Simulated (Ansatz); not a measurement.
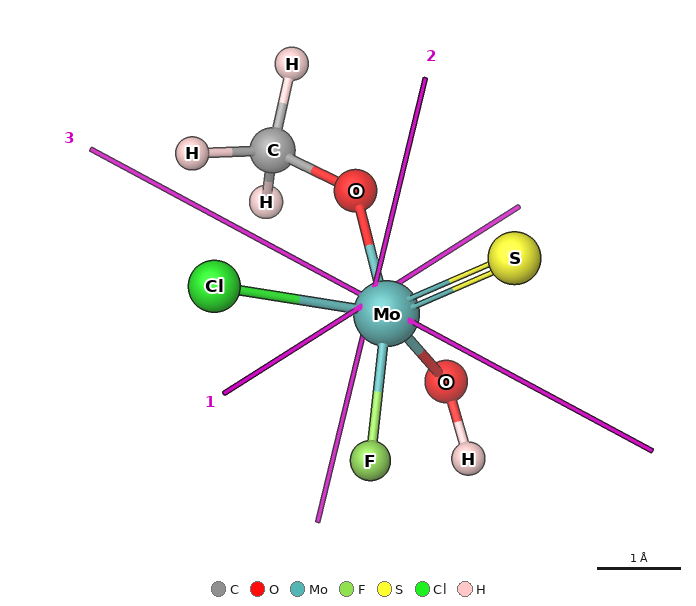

The three principal axes of inertia are drawn and numbered. Depth is shown by fading: the farther an atom, the more it takes the colour of the background. Charge 0, singlet. The geometry was computed by an optimisation with PBE-D4/def2-SVP. No frequency run is at hand to confirm it as a minimum. Masses are those of the most abundant isotopes; constants are for the rigid equilibrium geometry.

**Which line is the a axis (least moment of inertia), which b and which c?**

a is line 3, b is line 1, c is line 2; the moments are 360, 442, 509 u Å².

**Classify the rotor and give the rotational constants (GHz).**

An asymmetric top (C1): A = 1.40, B = 1.14, C = 0.992 GHz. Ray's parameter κ is −0.27, nearer the prolate limit.
